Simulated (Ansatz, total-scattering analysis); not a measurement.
## acetonitrile: run and scatter

Aim: the structure of acetonitrile at 300 K, and the X-ray and neutron patterns it would give.

Method: ab initio molecular dynamics with Ansatz (revPBE-D3(BJ), plane waves, PAW default files, Langevin thermostat, no spin, fixed volume, H with the mass of D). Composition: 16 acetonitrile; C 33.3, N 16.7, H 50.0 atom %; 96 atoms. The average runs over 0.50 ps of 96 atoms, so shells between rare elements are rough. Mean temperature 306 K, largest m.s.d. 2.75 Å², energy drift -5 meV an atom (last third less first, no steady trend), Langevin friction 10 ps⁻¹; the first quarter of the run is discarded. Start: last frame of a classical run of this cell at the same density and temperature. So short a stretch relaxes bonds and nearest shells but still remembers its start.

## The run

The step of 1 fs has to resolve the fastest vibration, that of H (given the mass of D, which leaves classical structure unchanged and allows a longer step). The volume is fixed, since the run is too short for a cell to find its own; the mean pressure then hints how far the functional is from its own density, with errors up to a few GPa from cell size, k-points and loose SCF steps (the program warns of the last). One k-point, Γ, is the usual economy for a cell of this size. Smeared occupations keep the forces smooth should levels come near the Fermi energy. A dispersion term is added because semilocal functionals bind large anions and molecules too weakly, which shows as excess pressure at a given density. A Langevin thermostat samples the right structure once equilibrated, but its friction lowers diffusion.

Contents of input.yaml:

```yaml
crystal:
  lattice:
    - [11.1825, 0.0, 0.0]
    - [0.0, 11.1825, 0.0]
    - [0.0, 0.0, 11.1825]
  atoms:
    - { symbol: C, position: [0.4866, 0.3928, 0.6683] }
    - { symbol: C, position: [0.443, 0.3903, 0.7947] }
    - { symbol: "N", position: [0.392, 0.3638, 0.885] }
    - { symbol: H, position: [0.5876, 0.3953, 0.6606] }
[... 90 atom lines left out ...]
    - { symbol: H, position: [0.6849, 0.5499, 0.8155] }
    - { symbol: H, position: [0.7123, 0.6886, 0.7542] }
kpoints:
  mp_grid: { grid: [1, 1, 1] }
scf:
  occupations: { method: fermi_dirac, width: 0.0259 }
hamiltonian:
  xc: revpbe
  pseudopotentials: { kind: paw }
  dispersion: d3bj
output:
  forces: true
  stress: true
md:
  timestep: 1.0
  n_steps: 663
  ensemble: nvt_langevin
  temperature: 300.0
  initial_velocities: maxwell_boltzmann
  seed: 7
  masses: [{ species: H, mass: 2.014 }]
```

```console
$ ansatz run input.yaml --threads 4 --pin off --max-ram 10240MiB --backend cpu --events-out ev --progress --plain --runs-dir out
```

```text
Warning: md: disabling space-group detection — thermal motion breaks the input geometry's symmetry, so no spatial operation reduces the k-mesh or symmetrises the density; time reversal is kept, so that k and −k are [...]
Warning: output.stress: scf.convergence.dr2_threshold = 9.6e-8 eV (the default of an md: trajectory) is looser than the 9.6e-9 eV advised for a printed stress (1e-10 eV for each atom of the cell: 96). What an SCF [...]
Warning: RAYON_NUM_THREADS=4 ignored (pool sized by the plan → 4); use --threads N
Engine: ansatz 0.2.0, aarch64-unknown-linux-gnu
Pseudopotential: C, paw, valence charge 4, recommended cutoff 420 eV (normal), C.paw.azcp
Pseudopotential: N, paw, valence charge 5, recommended cutoff 420 eV (normal), N.paw.azcp
Pseudopotential: H, paw, valence charge 1, recommended cutoff 420 eV (normal), H.paw.azcp
Functional definition: revPBE
Crystal: 96 atoms, lattice volume = 1398.353 Å³
Basis set: ecut = 420 eV, 27369 PW (Γ), exchange–correlation on 150×150×150 points (8 copies of the dense FFT grid, shifted against one another)
Bands: 224, of which v1, the nominal top of the filled ones, is band 128 counted from 1 (127 counted from 0)
k-points: 1
[... other set-up lines, SCF lines and steps between those shown are left out ...]
md step     0: t =     0.00 fs  T =   296.9 K  F+E_penalty+E_count = -14997.42772837 eV  E_kin = 3.683910 eV  P_inst = 0.4095 GPa  (10 SCF iters)
md step     1: t =     1.00 fs  T =   313.0 K  F+E_penalty+E_count = -14997.59761633 eV  E_kin = 3.884530 eV  P_inst = 0.3449 GPa  (9 SCF iters, 3 dispersion substeps)
md step    26: t =    26.00 fs  T =   278.4 K  F+E_penalty+E_count = -14997.36374748 eV  E_kin = 3.454388 eV  P_inst = -0.2782 GPa  (7 SCF iters, 3 dispersion substeps)
md step    52: t =    52.00 fs  T =   299.8 K  F+E_penalty+E_count = -14997.41547427 eV  E_kin = 3.719687 eV  P_inst = 0.0963 GPa  (7 SCF iters, 3 dispersion substeps)
md step    78: t =    78.00 fs  T =   307.9 K  F+E_penalty+E_count = -14997.57994719 eV  E_kin = 3.820340 eV  P_inst = 0.0632 GPa  (7 SCF iters, 3 dispersion substeps)
md step   104: t =   104.00 fs  T =   323.3 K  F+E_penalty+E_count = -14997.28783830 eV  E_kin = 4.011263 eV  P_inst = -0.0819 GPa  (7 SCF iters, 3 dispersion substeps)
md step   130: t =   130.00 fs  T =   270.3 K  F+E_penalty+E_count = -14996.73138258 eV  E_kin = 3.354114 eV  P_inst = 0.3285 GPa  (9 SCF iters, 3 dispersion substeps)
md step   156: t =   156.00 fs  T =   333.8 K  F+E_penalty+E_count = -14997.02571172 eV  E_kin = 4.142148 eV  P_inst = -0.1342 GPa  (7 SCF iters, 3 dispersion substeps)
md step   182: t =   182.00 fs  T =   352.0 K  F+E_penalty+E_count = -14996.89393080 eV  E_kin = 4.367444 eV  P_inst = -0.0327 GPa  (7 SCF iters, 3 dispersion substeps)
md step   208: t =   208.00 fs  T =   337.4 K  F+E_penalty+E_count = -14996.88490426 eV  E_kin = 4.186387 eV  P_inst = 0.0027 GPa  (7 SCF iters, 3 dispersion substeps)
md step   234: t =   234.00 fs  T =   286.8 K  F+E_penalty+E_count = -14996.92840968 eV  E_kin = 3.558728 eV  P_inst = 0.6225 GPa  (7 SCF iters, 3 dispersion substeps)
md step   260: t =   260.00 fs  T =   321.2 K  F+E_penalty+E_count = -14997.46519281 eV  E_kin = 3.985533 eV  P_inst = 0.3246 GPa  (9 SCF iters, 3 dispersion substeps)
md step   286: t =   286.00 fs  T =   313.8 K  F+E_penalty+E_count = -14997.12831438 eV  E_kin = 3.894407 eV  P_inst = -0.5032 GPa  (7 SCF iters, 3 dispersion substeps)
md step   312: t =   312.00 fs  T =   328.2 K  F+E_penalty+E_count = -14997.57614157 eV  E_kin = 4.073093 eV  P_inst = 0.1431 GPa  (7 SCF iters, 3 dispersion substeps)
md step   338: t =   338.00 fs  T =   289.4 K  F+E_penalty+E_count = -14997.08349883 eV  E_kin = 3.590816 eV  P_inst = 0.0062 GPa  (7 SCF iters, 3 dispersion substeps)
md step   364: t =   364.00 fs  T =   322.1 K  F+E_penalty+E_count = -14997.95337917 eV  E_kin = 3.996523 eV  P_inst = -0.5605 GPa  (7 SCF iters, 3 dispersion substeps)
md step   390: t =   390.00 fs  T =   316.0 K  F+E_penalty+E_count = -14997.47843039 eV  E_kin = 3.921730 eV  P_inst = 0.4274 GPa  (9 SCF iters, 3 dispersion substeps)
md step   416: t =   416.00 fs  T =   327.7 K  F+E_penalty+E_count = -14997.46616905 eV  E_kin = 4.066381 eV  P_inst = 0.2994 GPa  (7 SCF iters, 3 dispersion substeps)
md step   442: t =   442.00 fs  T =   294.6 K  F+E_penalty+E_count = -14996.94215799 eV  E_kin = 3.656161 eV  P_inst = -0.1730 GPa  (7 SCF iters, 3 dispersion substeps)
md step   468: t =   468.00 fs  T =   305.8 K  F+E_penalty+E_count = -14997.14451838 eV  E_kin = 3.794767 eV  P_inst = -0.4664 GPa  (7 SCF iters, 3 dispersion substeps)
md step   494: t =   494.00 fs  T =   280.4 K  F+E_penalty+E_count = -14997.10097818 eV  E_kin = 3.479353 eV  P_inst = 0.1481 GPa  (7 SCF iters, 3 dispersion substeps)
md step   520: t =   520.00 fs  T =   272.7 K  F+E_penalty+E_count = -14997.75206680 eV  E_kin = 3.383668 eV  P_inst = -0.1514 GPa  (9 SCF iters, 3 dispersion substeps)
md step   546: t =   546.00 fs  T =   253.1 K  F+E_penalty+E_count = -14997.21168225 eV  E_kin = 3.140446 eV  P_inst = -0.7174 GPa  (7 SCF iters, 3 dispersion substeps)
md step   572: t =   572.00 fs  T =   316.3 K  F+E_penalty+E_count = -14997.55349748 eV  E_kin = 3.925008 eV  P_inst = 0.9486 GPa  (7 SCF iters, 3 dispersion substeps)
md step   598: t =   598.00 fs  T =   298.2 K  F+E_penalty+E_count = -14997.88902246 eV  E_kin = 3.700188 eV  P_inst = 0.6297 GPa  (7 SCF iters, 3 dispersion substeps)
md step   624: t =   624.00 fs  T =   291.0 K  F+E_penalty+E_count = -14997.62997910 eV  E_kin = 3.611054 eV  P_inst = -1.1538 GPa  (7 SCF iters, 3 dispersion substeps)
md step   650: t =   650.00 fs  T =   278.2 K  F+E_penalty+E_count = -14997.20472016 eV  E_kin = 3.452160 eV  P_inst = -0.1096 GPa  (9 SCF iters, 3 dispersion substeps)
[... last step's energies and forces left out ...]
--- MD trajectory: 663 steps, t = 0.0 → 663.0 fs ---
  final state: T = 297.5 K   F+E_penalty+E_count = -14997.54739104 eV   E_kin = 3.691661 eV
```

It took 61 min on 4 threads of Arm Neoverse V1, with other jobs on the host, peak memory 1.3 GiB.

## Analysis

The totals are in Faber–Ziman form. Below 4 Å⁻¹ the partials are summed on the cell's own reciprocal vectors (from 0.56 Å⁻¹) and folded with a Gaussian of σ = 0.12 Å⁻¹; above it they are transforms of g(r) out to 7.6 Å, tapered over the last 40 %. The fold lowers sharp peaks, and with so few vectors their positions are good to about 0.1 Å⁻¹. X-rays take neutral-atom form factors, neutrons coherent lengths (C 6.6472, N 9.36, H 6.6681 fm). Hydrogen is taken as deuterium. G(r) = 4πrρ₀[g(r) − 1] carries the resolution of a Lorch-windowed transform up to 20 Å⁻¹. The patterns are simulated, not measured. The cell is small: beyond half the box only the part of each shell inside it is counted, and low-Q values rest on few vectors. It is averaged over 125 frames.

| T (K) | state | density (g/cm³) | first clear X-ray maximum (Å⁻¹) | its height (X-ray) | first clear neutron maximum (Å⁻¹) | its height (neutron) | N–N (Å) | N around N | held | D over the elements, rough (10⁻⁹ m²/s) |
| --- | --- | --- | --- | --- | --- | --- | --- | --- | --- | --- |
| 300 | liquid | 0.780 | 1.57 | 4.05 | 1.56 | 3.13 | 4.43 | 7.40 | volume, 0.0 GPa mean | - |

X-ray S(Q):

```
Q (Å⁻¹)  300 K
    0.8  -0.32
    1.1   0.07
    1.4   1.44
    1.7   3.19
    2.0   1.48
    2.3   1.17
    2.6   0.70
    2.9   0.62
    3.2   0.76
    3.5   0.66
    3.8   0.62
    4.1   0.63
    4.4   0.64
    4.7   0.78
    5.0   0.99
    5.3   1.16
    5.6   1.26
    5.9   1.26
    6.2   1.18
    6.5   1.08
    6.8   1.04
    7.1   1.05
    7.4   1.06
    7.7   1.05
    8.0   1.00
    8.3   0.91
    8.6   0.88
    8.9   0.90
```

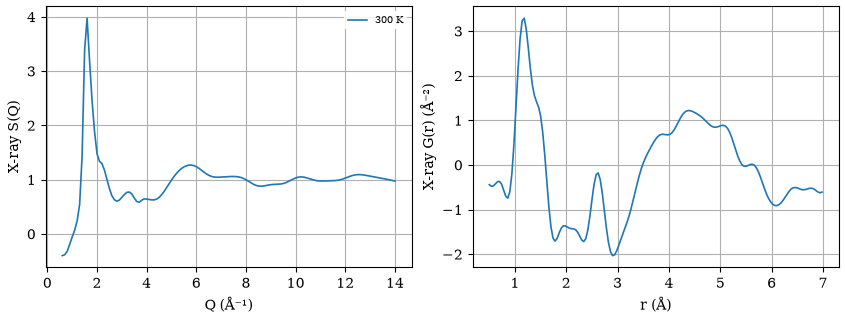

S(Q) and G(r) at each stop.

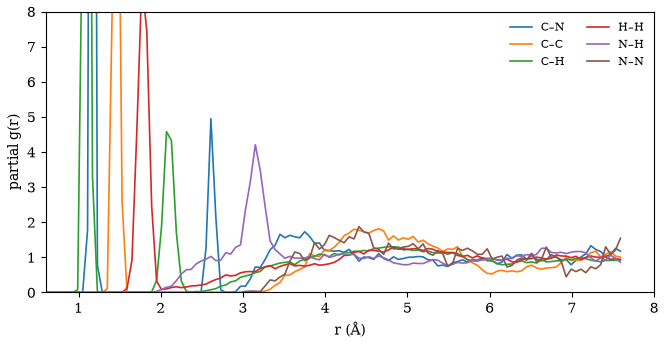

Partial pair functions at the last stop.

At 300 K the maxima of S(Q), Q in Å⁻¹ (height), are X-ray: 1.57 (4.05), 3.27 (0.77), 5.76 (1.27), 10.22 (1.05); neutron: 1.56 (3.13), 4.25 (0.92), 6.79 (1.16), 12.44 (1.11). Its shells:

| pair | first peak (Å) | g there | first minimum (Å) | g there | neighbours | kind | X-ray weight (f = Z) | neutron weight |
| --- | --- | --- | --- | --- | --- | --- | --- | --- |
| C–H | 1.10 | 31.3 | 1.40 | 0.00 | 1.5 H per C, 1.0 C per H | within molecules | 0.15 | 0.29 |
| C–N | 1.17 | 35.3 | 1.50 | 0.00 | 0.5 N per C, 1.0 C per N | within molecules | 0.35 | 0.14 |
| C–C | 1.46 | 17.0 | 1.86 | 0.00 | 1.0 | within molecules | 0.30 | 0.10 |
| H–H | 1.79 | 8.9 | 2.10 | 0.12 | 2.0 | within molecules | 0.02 | 0.22 |
| N–H | 3.16 | 4.1 | 3.70 | 0.98 | 8.7 H per N, 2.9 N per H | 62 % within molecules at the peak | 0.09 | 0.21 |
| N–N | 4.43 | 1.9 | 5.52 | 0.93 | 7.4 | between molecules | 0.10 | 0.05 |

The tapered transform alone would put 2.78 at the X-ray maximum of 1.57 Å⁻¹, where the reciprocal vectors give 4.05: a cut in r lowers sharp peaks, which is why the direct sum is used there.

**Reading.** Distances within molecules give the sharpest pair functions, and with hydrogen they rule the neutron S(Q) at high Q: C–H 1.10 Å, C–N 1.17 Å, C–C 1.46 Å and H–H 1.79 Å (first peaks only). No H sits on O, N or F, so there are no conventional hydrogen bonds; the first peak of S(Q) reflects the packing of whole molecules.

[Logs are printed without paths, hosts, clocks, repeated set-up lines and the standing remarks that a program may print on its own settings, such as how far it seeks lower states.]
